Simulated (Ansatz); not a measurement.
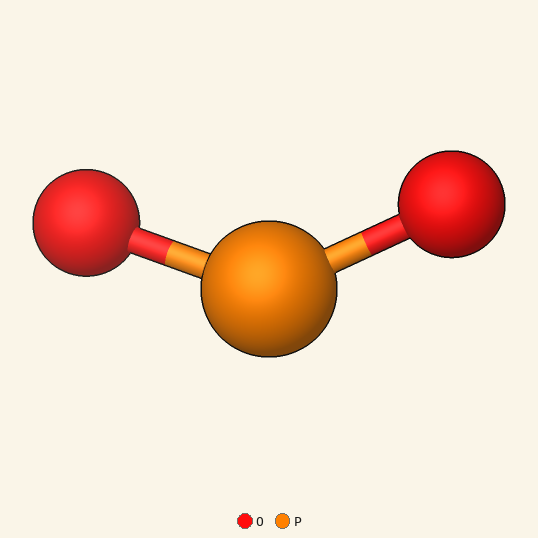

Ball-and-stick drawing of a structure.

State: neutral, doublet.

Description:

It has 3 atoms: 1 phosphorus and 2 oxygen (PO2). Its SMILES string is `[O]P=O`. The point group is C2v. It is an open-shell species. Coordination: 1 P bent.

The parts below concern this one geometry. Atoms keep their numbers from picture to picture. The geometry was computed by an optimisation with PBE0-D4/def2-TZVP.

**Shape**

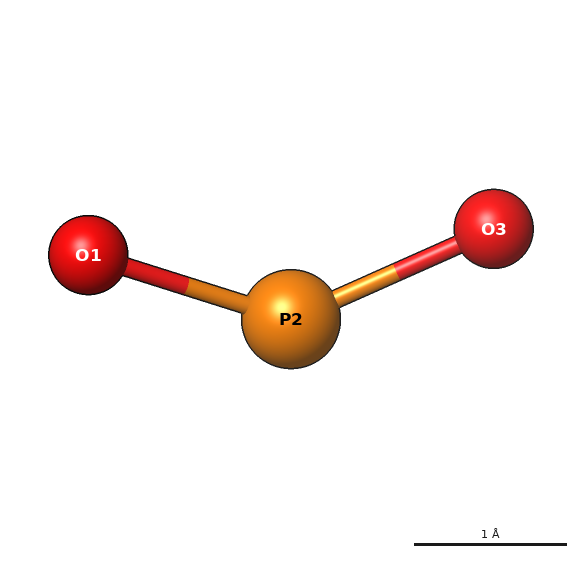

Numbered structure.

Give the bond lengths.

```
 bond  length (Å)        order
O1–P2       1.465  delocalised
P2–O3       1.465  delocalised
```

**Electronic properties**

Method: UKS BLYP-D4/def2-TZVPP (Ansatz 0.2.0).

Predict the main results.

- HOMO energy (Kohn–Sham orbital): −7.23 eV
- ⟨S²⟩ of the determinant: 0.752

**Dipole moment**

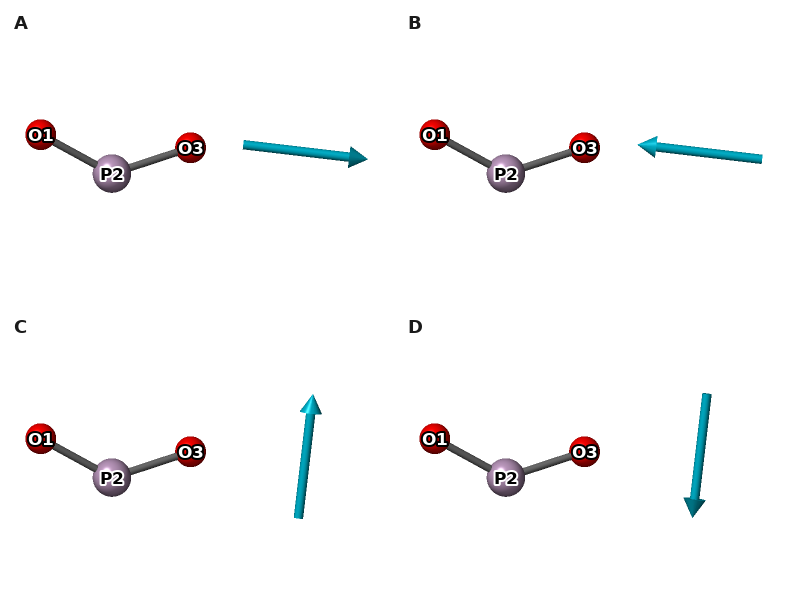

The same molecule four times, each with an arrow. Method: UKS PBE0-D4/def2-TZVP (Ansatz 0.2.0).

**Which arrow points along the dipole moment, from the negative to the positive end?**

D. The dipole moment is 1.48 D; it points from the side of O1, O3 to the side of P2 (the outermost atoms at the two ends).

**Charges**

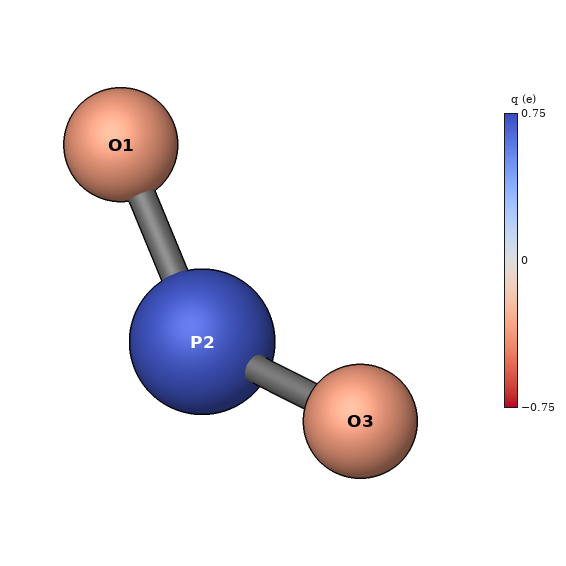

Atoms are coloured by their Mulliken charges. Method: UKS ωB97M-V/def2-TZVPP (Ansatz 0.2.0).

Give the Mulliken charges atom by atom.

```
atom  value (e)
  O1      −0.35
  P2       0.71
  O3      −0.35
```

Mulliken values depend strongly on the basis set and can even reverse the polarity of a bond.
